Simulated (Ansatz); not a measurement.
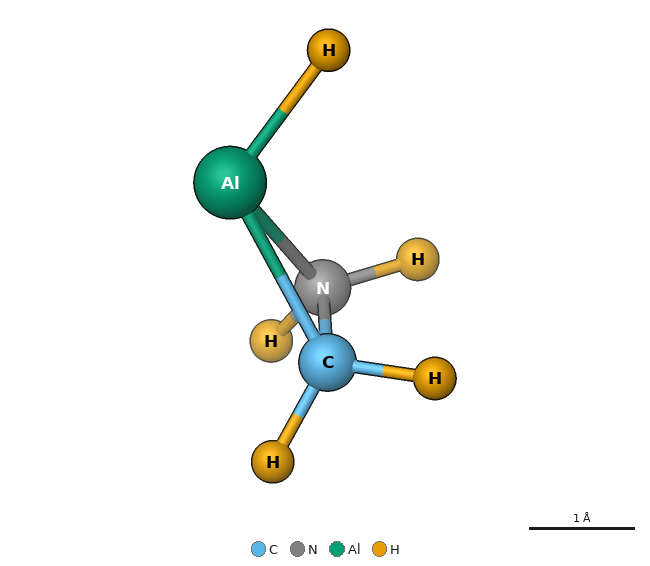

Atoms fade into the background with distance from the viewer. Charge 0, doublet. The computed structure is the end point of a PBE0-D4/def2-TZVP optimisation. No frequency run is at hand to confirm it as a minimum. Masses are those of the most abundant isotopes; constants are for the rigid equilibrium geometry.

### What kind of rotor is it, and what are its rotational constants in cm⁻¹?

An asymmetric top (C1): A = 0.667, B = 0.280, C = 0.223 cm⁻¹. Ray's parameter κ is −0.74, nearer the prolate limit.
